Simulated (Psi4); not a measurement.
**BCl2F (SMILES FB(Cl)Cl) at HF/6-31G (sweep point 3)**

Aim: the energy change on altering one bond length of BCl2F at HF/6-31G (sweep point 3), from 2 runs. 

The calculation is run with Psi4 1.11.

## (1) The molecule

The species is BCl2F (4 atoms), meant as a singlet with charge 0. SMILES: `FB(Cl)Cl`. Geometry: relaxed at GFN2-xTB.

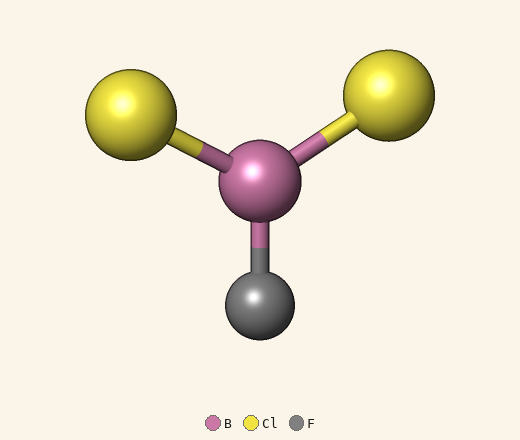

The structure, seen from a chosen angle (boron pink, chlorine yellow, fluorine grey).

## (2) A single-point energy at HF/6-31G (sweep point 3)

calc.py reads:

```python
import psi4

psi4.set_memory(1600000000)
psi4.set_num_threads(1)
psi4.core.set_output_file('psi4.out', False)

m = psi4.geometry("""
0 1
B     -0.07158283    -0.11944959    -0.00090707
Cl     3.15880950    -0.27710944     0.02598373
Cl    -1.72764431     2.65909032    -0.03210645
F     -1.35958236    -2.26253129     0.00702978
units bohr
symmetry c1
""")

options = {'basis': '6-31G', 'puream': True, 'scf_type': 'pk'}
psi4.set_options(options)

result, w = psi4.energy('hf', return_wfn=True)
print(f'hf energy: {result:.10f} Eh')
```

Launch:

```sh
$ python calc.py
```

psi4.out (excerpt; [...] marks lines left out):

```text
[...]
  Running in c1 symmetry.
[...]
  Nuclear repulsion =  183.247378516844009
[...]
  Multiplicity = 1
[...]
  Nalpha       = 24
  Nbeta        = 24
[...]
    Number of basis functions: 44
[...]
   @RHF iter   1: -1043.06602901937890   -1.59608e-01   7.78630e-03 DIIS/ADIIS
[...]
   @RHF iter   8: -1043.13130051840517   -5.74778e-09   2.79108e-07 DIIS
[...]
    Orbital Energies [Eh]
    ---------------------
    Doubly Occupied:
       1A   -104.854323     2A   -104.854285     3A    -26.350942
       4A    -10.600240     5A    -10.600193     6A     -8.068519
       7A     -8.068477     8A     -8.064650     9A     -8.064609
      10A     -8.064165    11A     -8.064124    12A     -7.819406
      13A     -1.672332    14A     -1.196930    15A     -1.153477
      16A     -0.813944    17A     -0.742746    18A     -0.723172
      19A     -0.676314    20A     -0.573606    21A     -0.542052
      22A     -0.524626    23A     -0.497610    24A     -0.486747
[...]
  @RHF Final Energy: -1043.13130051840517
   => Energetics <=
    Nuclear Repulsion Energy =            183.2473785168440088
    One-Electron Energy =               -1806.6023823070345316
    Two-Electron Energy =                 580.2237032717853253
    Total Energy =                      -1043.1313005184051690
[...]
 Multipole Moments:
 ------------------------------------------------------------------------------------
     Multipole            Electronic (a.u.)      Nuclear  (a.u.)        Total (a.u.)
 ------------------------------------------------------------------------------------
 L = 1.  Multiply by 2.5417464519 to convert [e a0] to [Debye]
 Dipole X            :         -0.3997730            0.4839588            0.0841859
 Dipole Y            :         -0.6664428            0.8055345            0.1390917
 Dipole Z            :          0.0000555           -0.0018725           -0.0018170
 Magnitude           :                                                    0.1625948
[...]
```

The script printed:

```text
hf energy: -1043.1313005184 Eh
```

Wall time 1.9 s (1 thread of Intel Xeon Platinum 8488C (Sapphire Rapids), shared host); peak memory 0.19 GiB.

## (3) The distorted shape

job.py reads:

```python
import psi4

psi4.set_memory(1600000000)
psi4.set_num_threads(1)
psi4.core.set_output_file('bcl2f.out', False)

geom = psi4.geometry("""
0 1
B      0.25960491    -0.67511600     0.00533281
Cl     3.48999723    -0.83277585     0.03222361
Cl    -1.72764431     2.65909032    -0.03210645
F     -1.02839463    -2.81819770     0.01326966
units au
symmetry c1
""")

psi4.set_options(dict(basis='6-31G', puream=True, scf_type='pk'))

e, wfn = psi4.energy("hf", return_wfn=True)
print(f'total energy {e:.8f} hartree = {e * 27.211386:.5f} eV')
```

Launch:

```sh
$ python job.py
```

bcl2f.out (excerpt; [...] marks lines left out):

```text
[...]
  Running in c1 symmetry.
[...]
  Nuclear repulsion =  170.913004375378364
[...]
  Multiplicity = 1
[...]
  Nalpha       = 24
  Nbeta        = 24
[...]
    Number of basis functions: 44
[...]
   @RHF iter   1: -1043.02524811186686   -4.90806e-01   8.32731e-03 ADIIS/DIIS
[...]
   @RHF iter   8: -1043.11236305044190   -2.48197e-08   8.75056e-07 DIIS
[...]
    Orbital Energies [Eh]
    ---------------------
    Doubly Occupied:
       1A   -104.876375     2A   -104.842026     3A    -26.376390
       4A    -10.621608     5A    -10.579441     6A     -8.089832
       7A     -8.085901     8A     -8.085383     9A     -8.047439
      10A     -8.044301    11A     -8.044080    12A     -7.858921
      13A     -1.693208    14A     -1.195367    15A     -1.096473
      16A     -0.832472    17A     -0.756285    18A     -0.739531
      19A     -0.665806    20A     -0.552889    21A     -0.540216
      22A     -0.508300    23A     -0.479595    24A     -0.475722
[...]
  @RHF Final Energy: -1043.11236305044190
   => Energetics <=
    Nuclear Repulsion Energy =            170.9130043753783639
    One-Electron Energy =               -1781.8756353593321364
    Two-Electron Energy =                 567.8502679335117591
    Total Energy =                      -1043.1123630504418998
[...]
 Multipole Moments:
 ------------------------------------------------------------------------------------
     Multipole            Electronic (a.u.)      Nuclear  (a.u.)        Total (a.u.)
 ------------------------------------------------------------------------------------
 L = 1.  Multiply by 2.5417464519 to convert [e a0] to [Debye]
 Dipole X            :          0.0087925            0.4158059            0.4245984
 Dipole Y            :         -1.2513300            0.9198814           -0.3314485
 Dipole Z            :          0.0071888           -0.0031566            0.0040322
 Magnitude           :                                                    0.5386633
[...]
```

On the terminal:

```text
total energy -1043.11236305 hartree = -28384.53315 eV
```

It took 2.2 s on 1 thread of Intel Xeon Platinum 8488C (Sapphire Rapids), shared host; peak memory 0.19 GiB.

## (4) Results

Level: HF/6-31G (sweep point 3).

```
                                                          quantity           value
                                         first shape: total energy  -1043.13130 Eh
                                        first shape: dipole moment          0.41 D
                                          first shape: HOMO energy       -13.25 eV
                                          first shape: LUMO energy         2.65 eV
                                        first shape: HOMO–LUMO gap        15.90 eV
                                     distorted shape: total energy  -1043.11236 Eh
                                    distorted shape: dipole moment          1.37 D
                                      distorted shape: HOMO energy       -12.95 eV
                                      distorted shape: LUMO energy         1.95 eV
                                    distorted shape: HOMO–LUMO gap        14.89 eV
energy change with the B1–Cl3 bond stretched from 1.712 to 2.054 Å        0.515 eV
```

With the B1–Cl3 bond stretched from 1.712 to 2.054 Å the energy rises by 0.52 eV (49.7 kJ/mol). The first shape isn't relaxed at this level, so the change isn't measured from a minimum.
